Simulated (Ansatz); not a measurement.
**C$_{6}$H$_{12}$Cl$_{4}$Si$_{4}$: density, localisation and related maps**

Input

```
crystal:
  periodic: [false, false, false]
  atoms:
    - {symbol: C, position_ang: [-1.748135, -0.298671, -2.592587]}
    - {symbol: C, position_ang: [1.226336, 0.489562, -2.431303]}
    - {symbol: C, position_ang: [-0.353238, 1.499541, 0.065029]}
    - {symbol: C, position_ang: [-1.044187, 0.121698, 0.384029]}
    - {symbol: C, position_ang: [1.872266, -0.286259, 0.437976]}
    - {symbol: C, position_ang: [0.250426, -2.193392, -1.260586]}
    - {symbol: Cl, position_ang: [-3.291629, -2.041387, -0.378134]}
    - {symbol: Cl, position_ang: [0.377134, -1.839483, -4.493067]}
    - {symbol: Cl, position_ang: [2.585963, 2.804831, -0.593064]}
    - {symbol: Cl, position_ang: [0.014115, -2.556047, 1.992117]}
    - {symbol: Si, position_ang: [-2.427930, -0.195726, -0.841902]}
    - {symbol: Si, position_ang: [0.017241, -0.939255, -2.642452]}
    - {symbol: Si, position_ang: [1.349273, 1.132332, -0.672262]}
    - {symbol: Si, position_ang: [0.272975, -1.274150, 0.378630]}
    - {symbol: H, position_ang: [-3.498150, 0.836268, -0.726415]}
    - {symbol: H, position_ang: [-2.404323, -0.970905, -3.172725]}
    - {symbol: H, position_ang: [-1.799117, 0.690102, -3.082728]}
    - {symbol: H, position_ang: [2.232670, 0.142273, -2.731613]}
    - {symbol: H, position_ang: [0.954932, 1.301781, -3.129190]}
    - {symbol: H, position_ang: [-0.966394, 2.155914, -0.581552]}
    - {symbol: H, position_ang: [-0.199815, 2.069734, 0.997602]}
    - {symbol: H, position_ang: [-1.504257, 0.141482, 1.388917]}
    - {symbol: H, position_ang: [2.751767, -0.851464, 0.090479]}
    - {symbol: H, position_ang: [2.069487, 0.084199, 1.459256]}
    - {symbol: H, position_ang: [-0.571712, -2.929085, -1.296506]}
    - {symbol: H, position_ang: [1.198878, -2.745110, -1.385059]}
basis:
  gaussian:
    orbitals: def2-SVP
hamiltonian:
  xc: pbe0
output: {forces: true, orbitals: {seedname: orbitals}}
```

Launched as:

```sh
ansatz run input.yaml --threads 8 --pin off --max-ram 13920MiB --events-out events.jsonl --progress --plain --runs-dir runs
```

Geometry: r2SCAN-D4/def2-SVP.

All numbers below come from Ansatz 0.2.0, isolated molecule in a Gaussian basis; Kohn-Sham density functional theory, functional PBE0.

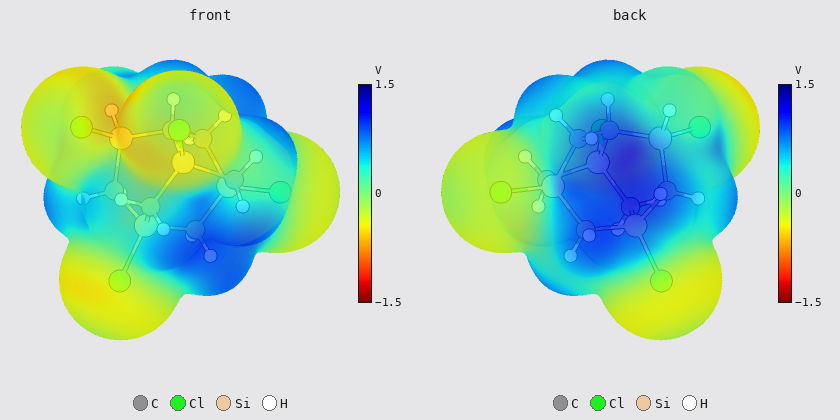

Figure 1. The electrostatic potential painted on the density surface at 0.001 e/bohr³, seen from the front and from behind; red is negative and blue positive.

### Describe the electrostatic potential map.

The most negative region (about −0.6 V, or −14 kcal/mol for a unit charge) lies over Cl7 and Cl10, the most positive (about +1.1 V, or +25 kcal/mol for a unit charge) over Si11, H17 and H20.

### What dipole moment does the calculation give?

Its dipole moment is 1.70 D.

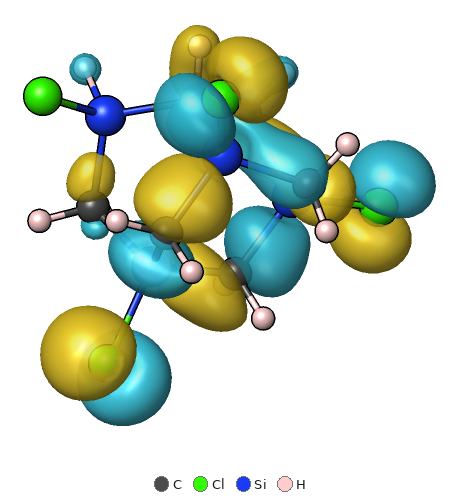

Figure 2. The HOMO−1 at ±0.08 Å⁻³ᐟ² (yellow and cyan are the two phases), seen across its widest extent.

### Describe this orbital and give its energy.

By Hirshfeld shares it lies mainly on Cl8 (about 20 %), Cl10 (about 10 %), C6 (about 10 %), Cl9 (about 10 %), C2 (about 10 %) and Si14 (about 5 %). Its energy is −8.17 eV.

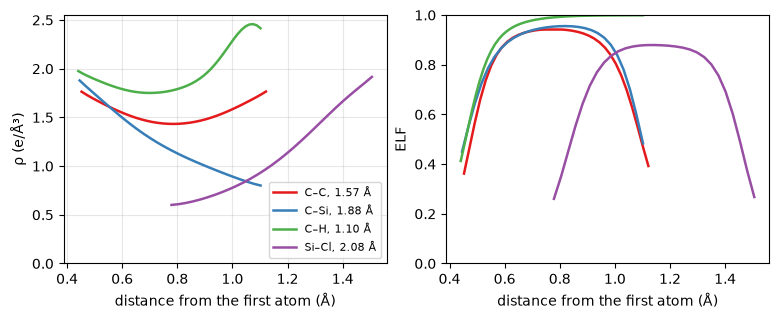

Figure 3. Electron density and ELF along straight lines between neighbouring atoms. The curves leave out the atomic cores.

### What can be read from the curves?

C–C (1.57 Å): ρ at the midpoint is about 1.4 e/Å³; the ELF peaks at about 0.95 between the atoms, as expected for a shared electron pair.
C–Si (1.88 Å): ρ is about 0.96 e/Å³ halfway; the ELF peaks at about 0.95 between the atoms: a covalent bond.
C–H (1.10 Å): the density is about 1.8 e/Å³ at the midpoint; the ELF climbs to about 1 towards the hydrogen, as it does in any bond to H; an ordinary covalent bond to hydrogen.
Si–Cl (2.08 Å): ρ at the midpoint is about 0.83 e/Å³; the ELF peaks at about 0.90 between the atoms (a polar covalent bond).
